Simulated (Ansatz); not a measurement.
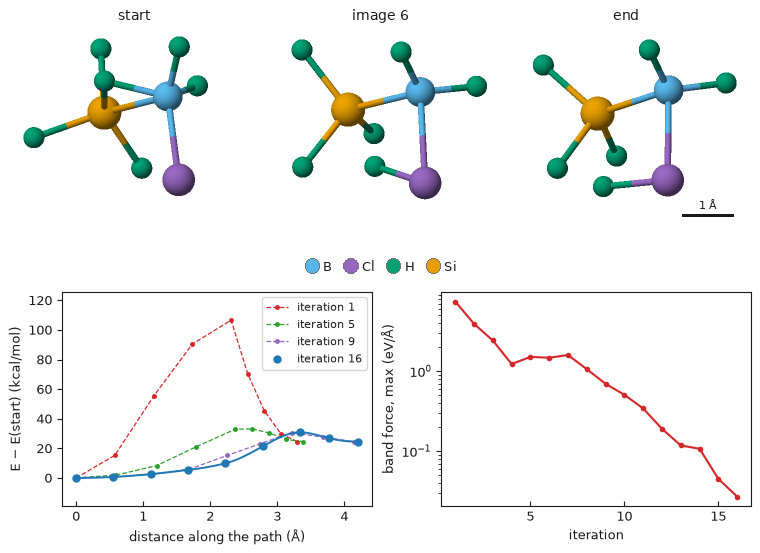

A nudged-elastic-band calculation for BSiH₆Cl. Images are numbered from 0 (start) to 8 (end). The plot follows the band through its iterations. Style: ball-and-stick. Shown from a free direction.

These are results of RKS LDA/def2-SVP in Ansatz 0.2.0, not measurements. Settings: 7 movable images; climbing image; force threshold 0.03 eV/Å; iteration limit 60; starting path through a guess of the saddle point.

Q: Did the band converge, and can the barrier be trusted?

A: The result is final at these settings. The band converged in 16 iterations. The largest component of the band force went from 7.4 to 0.027 eV/Å. The climbing image converged on the top of the path. Its vibrational analysis gives one imaginary mode (652i cm⁻¹), as a transition state must have. The first iteration put the highest image at 106.6 kcal/mol. The highest point, image 6, lies 30.8 kcal/mol above the start and 6.4 kcal/mol above the end; the end is at +24.4 kcal/mol relative to the start.
